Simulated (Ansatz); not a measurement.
**CH9B2GaSi: density, localisation and related maps**

```xyz
14

B    -0.7754    0.7441    1.7075
B    -0.2717   -0.3903    0.8024
Ga   -1.8995    1.1565   -0.1051
C     0.3323   -1.3910   -0.1525
Si    1.8638   -0.5635   -0.9218
H    -1.5348    0.6995    2.6277
H    -0.2657    1.8245    1.4185
H    -1.3783    1.1287   -1.5976
H    -3.2722    1.8603    0.1839
H    -0.3191   -1.7185   -0.9677
H     0.7277   -2.2641    0.3791
H     1.5220    0.7699   -1.4732
H     2.9127   -0.4205    0.1167
H     2.3581   -1.4356   -2.0179
```

Geometry: PBE0-D4/def2-TZVP.

These are results of RKS PBE0-D4/def2-TZVPP (Ansatz 0.2.0), not measurements.

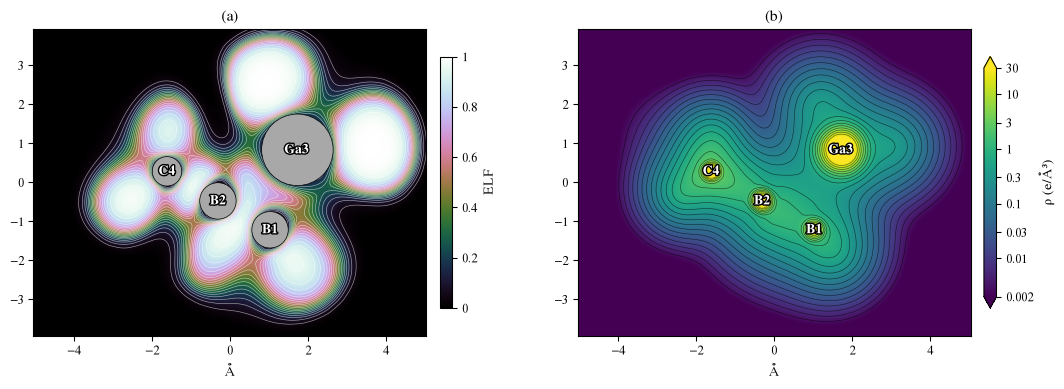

Figure 1. (a) electron localisation function; (b) electron density on the plane of atoms Ga3, B2 and C4. Grey discs cover the atomic cores in the ELF map.

**Interpret the plot.**

The section cuts through B, Ga and C sites.
C–B (1.51 Å): ρ is about 1.6 e/Å³ halfway; the ELF peaks at about 0.95 between the atoms, as expected for localised, covalent bonding.
B–B (1.54 Å): ρ is about 1.3 e/Å³ halfway; the ELF peaks at about 0.95 between the atoms (a covalent bond).
Ga–B (2.17 Å): ρ is about 0.48 e/Å³ halfway; the ELF peaks at about 0.65 in the valence shell of B, 0.9 Å from its nucleus, and is about 0.50 at the midpoint.
Ga–B (2.42 Å): ρ is about 0.42 e/Å³ halfway; the ELF peaks at about 0.85 in the valence shell of B, 0.9 Å from its nucleus, and is about 0.70 at the midpoint.

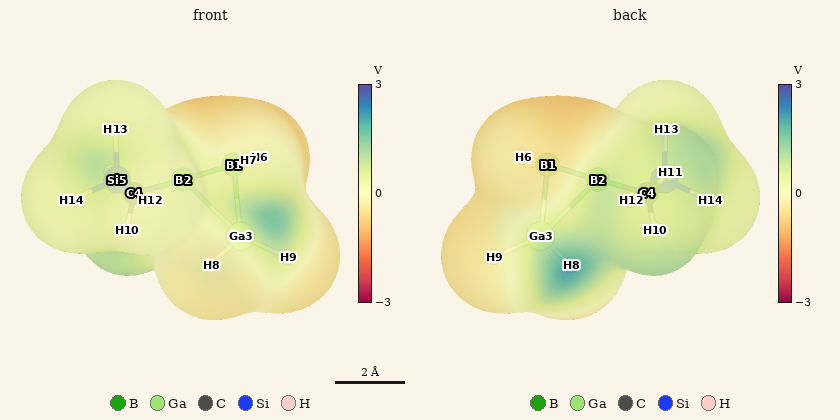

Figure 2. The electrostatic potential painted on the density surface at 0.001 e/bohr³, seen from the front and from behind; red is negative and blue positive.

**Where is the surface potential most negative and most positive?**

The most negative region (about −0.8 V) lies over H6, the most positive (about +2.0 V) over Ga3.

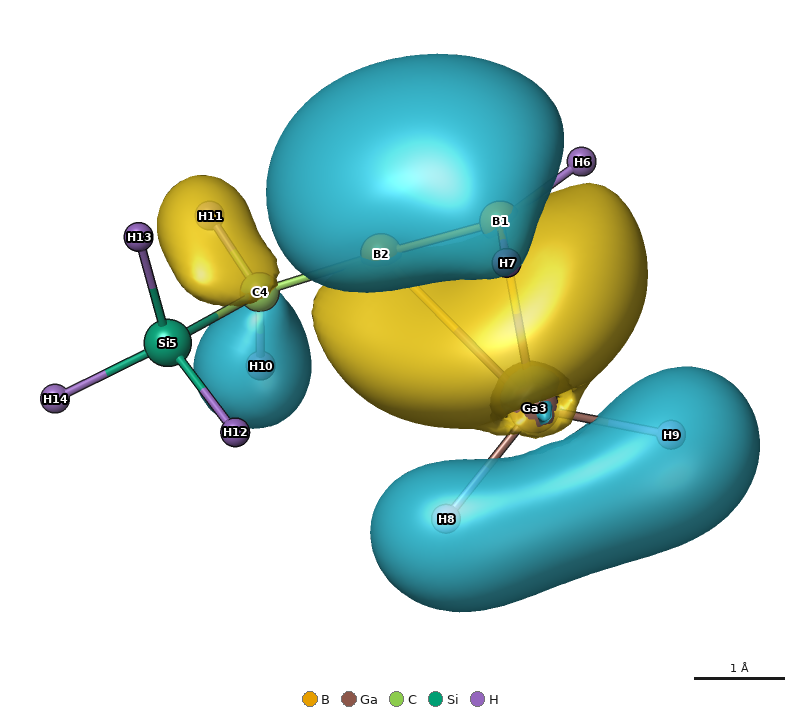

Figure 3. One frontier orbital at ±0.06 Å⁻³ᐟ² (yellow and cyan are the two phases), seen at a tilt.

**Which orbital is it: HOMO or LUMO?**

The HOMO, at −6.62 eV. It lies mainly on B1 (about 30 %), B2 (about 25 %) and Ga3 (about 25 %).
